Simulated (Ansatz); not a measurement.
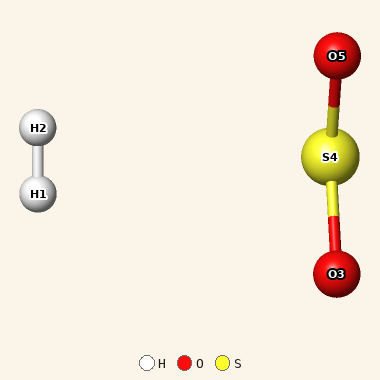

The system is the pair H₂···O₂S; the picture shows the reference structure. Coordinates scanned: (1) separation of S4 and H1 along their line in the relaxed pair; (2) sideways slip of H1, H2. Nothing is relaxed (both partners rigid). The grid has 9 × 9 points. Points are written as (first, second). Energies are in cm⁻¹, from the two partners far apart, frozen as in the relaxed pair, each in its own basis (no counterpoise correction). All numbers below come from RKS PBE0-D4/def2-TZVPD in Ansatz.

Its coordinates:

```xyz
5

H     0.1615   -0.1056   -2.0244
H    -0.5750   -0.2007   -1.9436
O     1.3895    0.0368    1.2296
S     0.0614    0.5691    1.2230
O    -1.0373   -0.2997    1.5153
```

Range: separation of S4 and H1 along their line in the relaxed pair from 2.787 to 4.787 Å; sideways slip of H1, H2 from −3.00 to 3.00 Å.

What will the energy surface look like?

The lowest grid point is at (3.294 Å, 0.00 Å), −211 cm⁻¹ from the two partners far apart, frozen as in the relaxed pair, each in its own basis (no counterpoise correction). No other kind of well shows on this grid. The highest grid point, (2.787 Å, −1.50 Å), lies 593 cm⁻¹ above the lowest. Round the minimum the valley is somewhat tilted: raising the first coordinate shifts the best value of sideways slip of H1, H2 downwards (coupling k₁₂/√(k₁₁k₂₂) about 0.2).

| second ↓, first → | 2.787 | 2.896 | 3.075 | 3.294 | 3.545 | 3.823 | 4.124 | 4.446 | 4.787 |
| --- | --- | --- | --- | --- | --- | --- | --- | --- | --- |
| 3.00 | −50 | −47 | −43 | −37 | −30 | −24 | −19 | −16 | −13 |
| 2.25 | −49 | −60 | −66 | −65 | −57 | −46 | −36 | −28 | −22 |
| 1.50 | −12 | −57 | −96 | −109 | −102 | −84 | −65 | −48 | −35 |
| 0.75 | 8 | −76 | −148 | −172 | −160 | −131 | −98 | −70 | −49 |
| 0.00 | 23 | −86 | −179 | −211 | −197 | −160 | −119 | −83 | −57 |
| −0.75 | 226 | 63 | −89 | −160 | −169 | −144 | −110 | −78 | −53 |
| −1.50 | 382 | 200 | 22 | −75 | −106 | −100 | −79 | −58 | −40 |
| −2.25 | 210 | 109 | 8 | −47 | −65 | −62 | −49 | −36 | −26 |
| −3.00 | −1 | −24 | −45 | −52 | −48 | −40 | −30 | −22 | −16 |

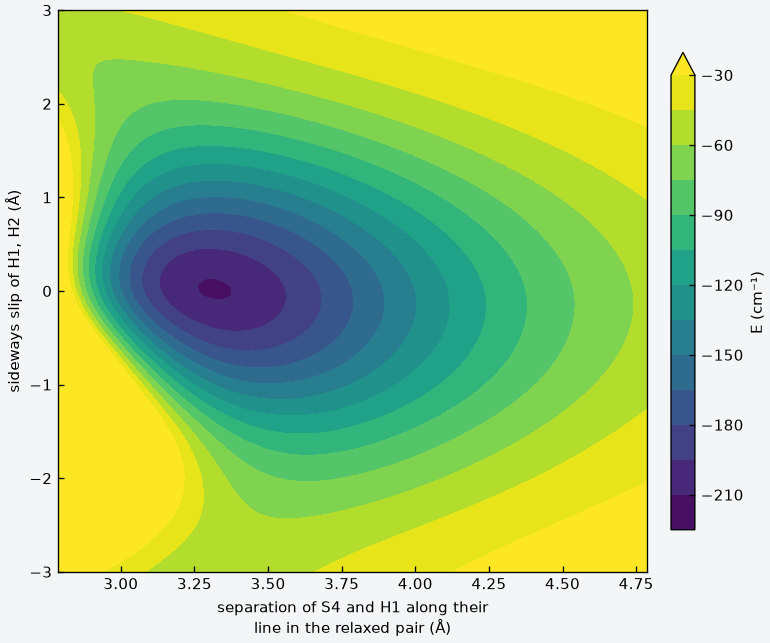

The picture shows filled contours, one colour for all values above the top of the scale. Between grid points the surface is interpolated.

Time for the 81 points that were run: 7.9 min on 1 thread of Arm Neoverse V2 (shared host).
